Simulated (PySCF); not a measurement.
# Run report: Pt²⁺, atomic calculation

Pt²⁺, configuration 1s2 2s2 2p6 3s2 3p6 3d10 4s2 4p6 4d10 4f14 5s2 5p6 5d8, multiplicity 3. Computed at this level: unrestricted LDA, cc-pVTZ-PP with ECP60, scalar-relativistic core potential (PySCF).

**Outcome**

- outcome: converged
- total energy (valence electrons, under a core potential): −118.107734 hartree
- ⟨S²⟩: 2.000
- ⟨L²⟩: 12.01
- SCF iterations: 5
- hardware: 1 thread of Arm Neoverse V2, 23 GiB of memory available, shared host

**What is odd here**

This input holds a deliberate oddity: radial grid too coarse. The program ran to the end. Its numbers are those of this setting; this run alone doesn't show how far the oddity moves them.

**The input**
```python
from pyscf import gto, scf, dft, mp, cc
import basis_set_exchange as bse
txt = bse.get_basis("cc-pVTZ-PP", elements=["Pt"], fmt="nwchem", header=False)
cut = txt.index("\nECP")
mol = gto.M(atom="Pt 0 0 0", charge=2, spin=2, symmetry="D2h",
            basis=gto.basis.parse(txt[:cut]),
            ecp={"Pt": gto.basis.parse_ecp(txt[cut:])})
mf = dft.UKS(mol, xc="LDA,VWN")
mf.irrep_nelec = {'Ag': (3, 1), 'B1g': (1, 1), 'B2g': (1, 1), 'B3g': (1, 1), 'B1u': (1, 1), 'B2u': (1, 1), 'B3u': (1, 1)}
mf.kernel()
```

The script is an equivalent of what the driver set up; the driver started from orbitals of its own, so the log can be shorter than this script's would be, and it computed the properties (radii, ⟨L²⟩, response) afterwards. It also set what the script leaves out: hgrid = 0.3. It held the occupations shell by shell, which the script's counts by irreducible representation don't always enforce.

Launched within a batch (the task file carries these settings):
```bash
OMP_NUM_THREADS=1 python <driver script> TASK.json OUT
```

**Output (extracts)**
```
damping factor = 0
level_shift factor = 0
DIIS = <class 'pyscf.scf.diis.CDIIS'>
diis_start_cycle = 1
diis_space = 10
diis_damp = 0
SCF conv_tol = 1e-09
SCF conv_tol_grad = None
number electrons alpha = 9  beta = 7
XC functionals = LDA,VWN
    P. A. M. Dirac.,  Math. Proc. Cambridge Philos. Soc. 26, 376 (1930)
    F. Bloch.,  Z. Phys. 57, 545 (1929)
    S. H. Vosko, L. Wilk, and M. Nusair.,  Can. J. Phys. 58, 1200 (1980)
cycle= 1 E= -118.105754994096  delta_E= -0.00875  |g|= 0.0796  |ddm|= 0.128
cycle= 2 E= -118.106102018692  delta_E= -0.000347  |g|= 0.0768  |ddm|= 0.0776
cycle= 3 E= -118.10773272954  delta_E= -0.00163  |g|= 0.00193  |ddm|= 0.0337
cycle= 4 E= -118.107734090949  delta_E= -1.36e-06  |g|= 2.31e-05  |ddm|= 0.00136
cycle= 5 E= -118.107734091201  delta_E= -2.53e-10  |g|= 7.61e-07  |ddm|= 2.51e-05
converged SCF energy = -118.107734091201  <S^2> = 2.0004334  2S+1 = 3.0002889
```

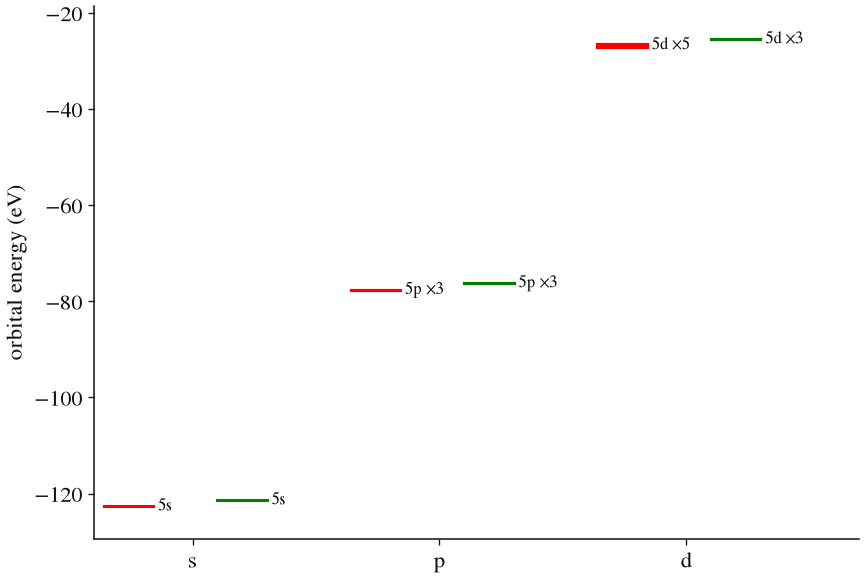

*Orbital energies of the mean field, from the top down to −122.7 eV, by angular momentum, α spin at the left of each column and β at the right; ×n counts the orbitals under one label.*

The highest filled orbital is 5d β at −25.5 eV, the lowest empty one d β at −25.1 eV.
